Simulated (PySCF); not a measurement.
# C3H5O− (SMILES [CH-]1CCO1) at 5 levels

Wanted: a comparison of 5 runs (HF/3-21G, PBE0/3-21G, B3LYP/6-31G*, PBE0/def2-SVP) of C3H5O−. Input form: a Python script.

The calculation is run with PySCF 2.14.0.

## 1. The molecule

The species is C3H5O− (9 atoms), meant as a singlet with charge -1. As SMILES, `[CH-]1CCO1`. Geometry: relaxed at GFN2-xTB.

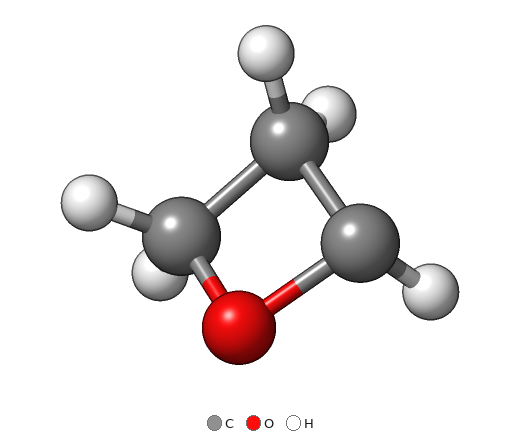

The structure, seen from a chosen angle (carbon grey, oxygen red, hydrogen white).

## 2. Energy and gradient at HF/3-21G (run 1)

The input, start.xyz:

```xyz
9
C3H5O
C     -0.583420     0.266500    -1.215100
C      0.645350     0.363980    -0.242560
C     -0.114680    -0.603800     0.640540
O     -1.207820    -0.750370    -0.206070
H     -1.198220     1.209020    -1.039530
H      0.890470     1.325220     0.240560
H      1.576810    -0.048910    -0.657320
H      0.396800    -1.572330     0.844340
H     -0.405310    -0.189310     1.635140
```

The input, calc.py:

```python
import pyscf.grad
from pyscf import gto, scf

mol = gto.M(
    atom='start.xyz',
    charge=-1,
    max_memory=1860,
    verbose=3,
    basis='3-21g',
)

mf = scf.RHF(mol)
mf.conv_tol = 1e-10
mf.kernel()
if not mf.converged:
    mf = mf.newton().run(mf.mo_coeff, mf.mo_occ)

etot = mf.e_tot
print('Final energy', etot)
grad = mf.Gradients().kernel()
dip = mf.dip_moment()
pop, q = mf.mulliken_pop()
```

On the command line:

```
$ OMP_NUM_THREADS=1 python calc.py
```

The log of the run:

```text
converged SCF energy = -190.130022530548
Final energy -190.13002253054805
--------------- RHF gradients ---------------
         x                y                z
0 C     0.0184508459    -0.0294746214     0.0358659193
1 C    -0.0236018496    -0.0098282950    -0.0047093285
2 C    -0.0155290519     0.0251615523    -0.0558854059
[... 5 lines of this table left out ...]
8 H    -0.0066866329     0.0023689077     0.0091596370
----------------------------------------------

WARN: System has nonzero charge -1; the dipole moment is origin-dependent.
[... 2 lines left out ...]
Dipole moment(X, Y, Z, Debye):  3.76362,  1.05385,  4.88199
[... 56 lines left out ...]
charge of    8H =      0.08448
```

It took 1.4 s on 1 thread of Arm Neoverse V1, shared host; peak memory 0.12 GiB.

## 3. Energy and gradient at PBE0/3-21G (run 2)

The input, calc.py:

```python
# [CH-]1CCO1
import pyscf.grad
from pyscf import gto, dft

system = gto.M(
    atom='''
C       -0.583420       0.266500      -1.215100
C        0.645350       0.363980      -0.242560
C       -0.114680      -0.603800       0.640540
O       -1.207820      -0.750370      -0.206070
H       -1.198220       1.209020      -1.039530
H        0.890470       1.325220       0.240560
H        1.576810      -0.048910      -0.657320
H        0.396800      -1.572330       0.844340
H       -0.405310      -0.189310       1.635140
''',
    charge=-1,
    max_memory=1860,
    verbose=4,
    basis='3-21g',
)

ks = dft.RKS(system)
ks.xc = 'pbe0'
ks.conv_tol = 1e-10
ks.grids.level = 5
ks.kernel()
if not ks.converged:
    ks = ks.newton().run(ks.mo_coeff, ks.mo_occ)

etot = ks.e_tot
print('Final energy', etot)
grad = ks.Gradients().kernel()
ks.analyze()
```

On the command line:

```
$ OMP_NUM_THREADS=1 python calc.py
```

The log of the run:

```text
PySCF version 2.14.0

[... 94 lines left out ...]
Nuclear Repulsion Energy =             118.602411297893241
[... 11 lines left out ...]
MO #6   energy= -0.53498364281739  occ= 2
[... 9 lines left out ...]
MO #16  energy= 0.112639537911875  occ= 2
[... 9 lines left out ...]
MO #26  energy= 0.936685089895021  occ= 0
[... 9 lines left out ...]
MO #36  energy= 1.25815534817154   occ= 0
[... 9 lines left out ...]
MO #46  energy= 3.49782661076049   occ= 0
[... 59 lines left out ...]
WARN: System has nonzero charge -1; the dipole moment is origin-dependent.
Location of origin: [0. 0. 0.]

Dipole moment(X, Y, Z, Debye):  3.33438,  0.84409,  4.74080
```

It took 11 s on 1 thread of Arm Neoverse V1, shared host; peak memory 0.49 GiB.

Run 3 isn't shown in full; the table further down has it.

## 4. Energy and forces at B3LYP/6-31G(d) (Cartesian functions) (run 4)

The input, input.xyz:

```xyz
9
C3H5O
C     -0.583420     0.266500    -1.215100
C      0.645350     0.363980    -0.242560
C     -0.114680    -0.603800     0.640540
O     -1.207820    -0.750370    -0.206070
H     -1.198220     1.209020    -1.039530
H      0.890470     1.325220     0.240560
H      1.576810    -0.048910    -0.657320
H      0.396800    -1.572330     0.844340
H     -0.405310    -0.189310     1.635140
```

The input, calc.py:

```python
# [CH-]1CCO1
from pyscf import gto, dft

system = gto.M(
    atom='input.xyz',
    basis='6-31g*',
    charge=-1,
    max_memory=1860,
    verbose=3,
    cart=True,
)

mf = dft.RKS(system, xc='b3lyp')
mf.grids.level = 5
mf.conv_tol = 1e-10
mf.kernel()
if not mf.converged:
    mf = mf.newton().run(mf.mo_coeff, mf.mo_occ)

e_final = mf.e_tot
print('E = %.10f Eh' % e_final)
grad = mf.nuc_grad_method().kernel()
dip = mf.dip_moment()
pop, q = mf.mulliken_pop()
```

On the command line:

```
$ OMP_NUM_THREADS=1 python calc.py
```

The log of the run:

```text
converged SCF energy = -192.404097098117
E = -192.4040970981 Eh
--------------- RKS gradients ---------------
         x                y                z
0 C     0.0052616182    -0.0118012253     0.0133053198
1 C     0.0025533919    -0.0033615270     0.0029989223
2 C     0.0010254721     0.0066203531    -0.0099748209
[... 5 lines of this table left out ...]
8 H    -0.0019281558    -0.0010639099    -0.0038191284
----------------------------------------------

WARN: System has nonzero charge -1; the dipole moment is origin-dependent.
[... 2 lines left out ...]
Dipole moment(X, Y, Z, Debye):  3.25803,  0.73645,  4.43555
[... 80 lines left out ...]
charge of    8H =      0.00883
```

It took 21 s on 1 thread of Arm Neoverse V1, shared host; peak memory 0.71 GiB.

## 5. Energy and gradient at PBE0/def2-SVP (run 5)

The input, calc.py:

```python
import pyscf.grad
from pyscf import gto, dft

mol = gto.M(
    atom=[
    ('C', (-0.583420, 0.266500, -1.215100)),
    ('C', (0.645350, 0.363980, -0.242560)),
    ('C', (-0.114680, -0.603800, 0.640540)),
    ('O', (-1.207820, -0.750370, -0.206070)),
    ('H', (-1.198220, 1.209020, -1.039530)),
    ('H', (0.890470, 1.325220, 0.240560)),
    ('H', (1.576810, -0.048910, -0.657320)),
    ('H', (0.396800, -1.572330, 0.844340)),
    ('H', (-0.405310, -0.189310, 1.635140)),
],
    spin=0,
    basis='def2-svp',
    max_memory=1860,
    charge=-1,
    verbose=4,
)

mf = dft.RKS(mol, xc='pbe0')
mf.conv_tol = 1e-10
mf.grids.level = 5
mf.kernel()
if not mf.converged:
    mf = mf.newton().run(mf.mo_coeff, mf.mo_occ)

e_final = mf.e_tot
print('E(%s) = %.9f' % ('PBE0', e_final))
grad = mf.Gradients().kernel()
dip = mf.dip_moment()
pop, q = mf.mulliken_pop()
```

On the command line:

```
$ OMP_NUM_THREADS=1 python calc.py
```

The log of the run:

```text
PySCF version 2.14.0

[... 78 lines left out ...]
converged SCF energy = -192.047527886437
[... 14 lines left out ...]
WARN: System has nonzero charge -1; the dipole moment is origin-dependent.
[... 2 lines left out ...]
Dipole moment(X, Y, Z, Debye):  3.29992,  0.74835,  4.72876
[... 91 lines left out ...]
charge of    8H =     -0.08545
```

Wall time 26 s (1 thread of Arm Neoverse V1, shared host); peak memory 0.81 GiB.

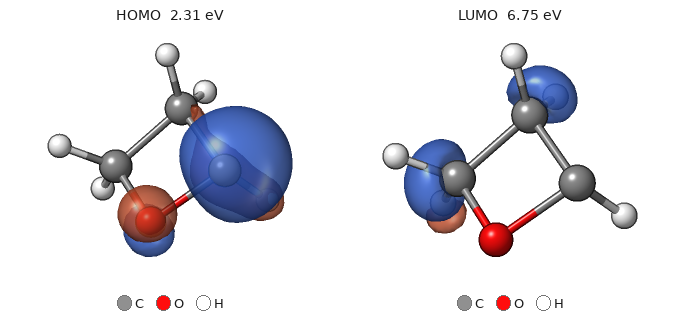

Frontier orbitals of this run, surfaces at ±0.2 Å^-3/2.

## 6. The series

```
run                               level  integration grid  Cartesian functions  energy (Eh)  HOMO energy (eV)  LUMO energy (eV)  HOMO–LUMO gap (eV)  wall time
  1                            HF/3-21G                 –                   no  -190.130023             -0.55             12.45               13.00      1.4 s
  2                          PBE0/3-21G                 5                   no  -191.110485              3.07              8.75                5.68       11 s
  3  B3LYP/6-31G* (spherical functions)                 5                   no  -192.400177              2.93              7.82                4.89       25 s
  4  B3LYP/6-31G* (Cartesian functions)                 5                  yes  -192.404097              2.91              7.81                4.90       21 s
  5                       PBE0/def2-SVP                 5                   no  -192.047528              2.31              6.75                4.44       26 s
```

## 7. Results

| quantity | value |
| --- | --- |
| run 5: total energy | -192.04753 Eh |
| run 5: HOMO energy | 2.31 eV |
| run 5: LUMO energy | 6.75 eV |
| run 5: HOMO–LUMO gap (to an unbound level, set by the basis) | 4.44 eV |
| run 5: largest force on an atom | 0.517 eV/Å |

**Reading.** The HOMO–LUMO gap runs from 4.44 eV (PBE0/def2-SVP) to 13.00 eV (HF/3-21G). The two ends differ in method and basis. The empty levels of an anion lie above zero and hang on the basis. Totals of different functionals can't be ranked against each other. In runs 2, 3, 4, 5 the HOMO lies above zero, so the outermost electron may be held by the basis alone. All runs together took 85 s, the longest 26 s.
